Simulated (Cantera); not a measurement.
Input: 1 mol CuO, 7.4 mol H₂, equilibrated at 1.33 mbar.

Method: chemical equilibrium by Gibbs-energy minimisation in Cantera with the NASA 1993 tables (ideal gas, pure condensed phases). Candidate condensed phases: Cu, CuO, Cu(OH)₂, Cu₂O, H₂O; 12 gas species. The numbers say what is thermodynamically allowed, not how fast it happens.

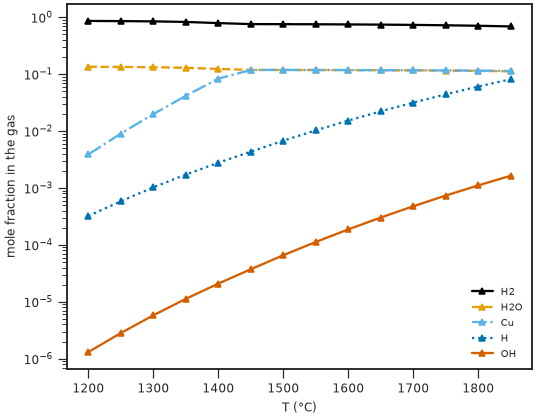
Fig. 1. Equilibrium gas composition (values under 1e-9 drawn at 1e-9)

From 1200 °C to 1400 °C the condensed part is Cu(l). From 1450 °C to 1850 °C nothing is condensed. The main Cu-bearing gas is Cu throughout.
